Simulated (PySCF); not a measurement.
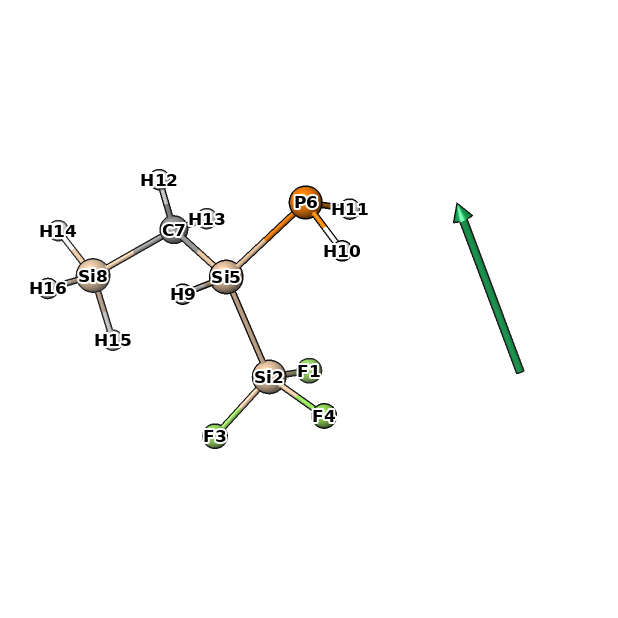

The arrow beside the molecule shows the direction of the dipole moment, from the negative to the positive end (its length means nothing). The geometry was computed by an optimisation with GFN2-xTB. No frequency run is at hand to confirm it as a minimum. Method: ωB97X-D/def2-SVPD, gas phase (PySCF 2.14.0).

Q: How large is the dipole moment?

A: 3.20 D; it points from the side of F4 to the side of H12 (the outermost atoms at the two ends).

The geometry is semi-empirical. Around P, Si such bond lengths and angles can be off by a tenth of an ångström or more and by several degrees, and values that hang on the shape move with them.
